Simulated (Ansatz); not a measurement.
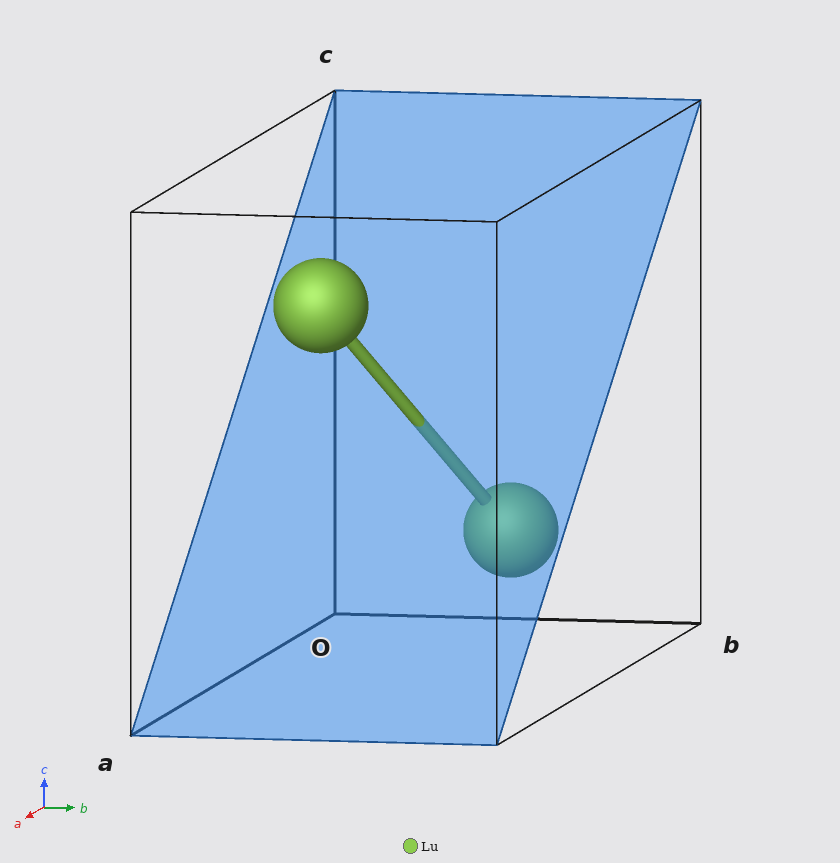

For Lu, the geometry relaxed with Ansatz 0.2.0, DFT, BLYP, plane waves (420 eV) with PAW, scalar-relativistic: every member of one family of equally spaced planes, hx + ky + lz = a whole number, that cuts the unit cell is shaded (one member passes through the origin O, touching the cell only at an edge or corner). The drawing is computed from the coordinates (standard cell, symmetry found to 0.002 Å).

a = 3.538 Å, b = 3.538 Å, c = 5.507 Å, α = 90.00°, β = 90.00°, γ = 120.00°.

Index the planes.

(1 0 1), in four indices (1 0 −1 1); the opposite sign names the same planes. The member next to the origin meets the axes a at 1, b never, c at 1.

What is the spacing?

d = 2.678 Å.

Which atoms of the cell lie in these planes (within 0.03 Å)?

No atom.
